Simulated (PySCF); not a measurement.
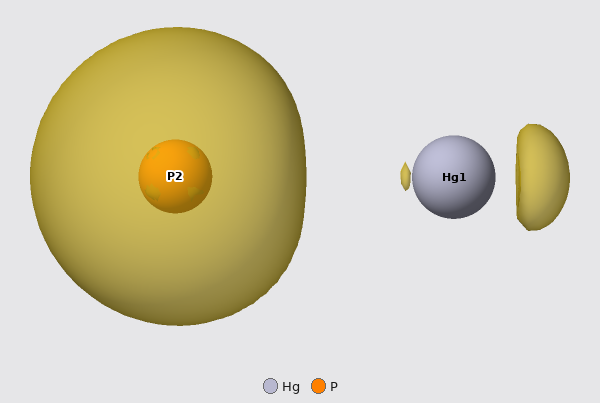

The picture shows: HgP (quartet). Isosurfaces of the spin density (α minus β) at +0.04 (yellow) and −0.04 e/Å³ (cyan), seen from one side.

Core potentials replace the inner electrons of Hg.

Theory: PBE0/def2-SVPD, non-relativistic Hamiltonian with scalar-relativistic core potentials where named, at a bond length of 3.008 Å (PySCF 2.14.0).

### Describe the spin distribution.

The unpaired spin (3 electrons) lies mostly on P2 (about 2.7) and Hg1 (about 0.3), in electrons by Hirshfeld's partition. Only one sign reaches the isovalue.
